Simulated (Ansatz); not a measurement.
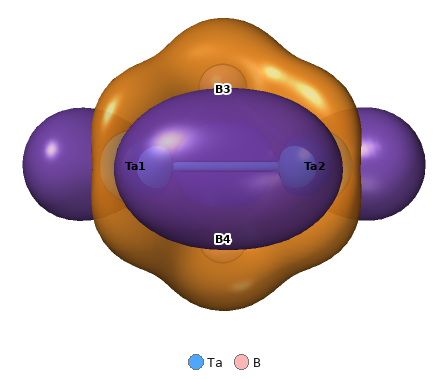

*B$_{2}$Ta$_{2}$. The HOMO−1 at ±0.1 Å⁻³ᐟ² (orange and purple are the two phases), seen across its widest extent.*

Geometry: PBE0-D4/def2-TZVP; core potentials replace the inner electrons of Ta.

The calculation used Ansatz 0.2.0, RKS PBE0-D4/def2-TZVP.

```xyz
4

Ta    1.0508    1.7124   -1.4692
Ta   -1.1949    1.7466   -0.3257
B     0.6397    2.1108    0.4891
B     0.1776    0.2375   -0.3626
```

> Describe this orbital and give its energy.

Its weight (Hirshfeld) is mainly on Ta1 (about 40 %), Ta2 (about 40 %), B3 (about 10 %) and B4 (about 10 %). Its energy is −5.14 eV.
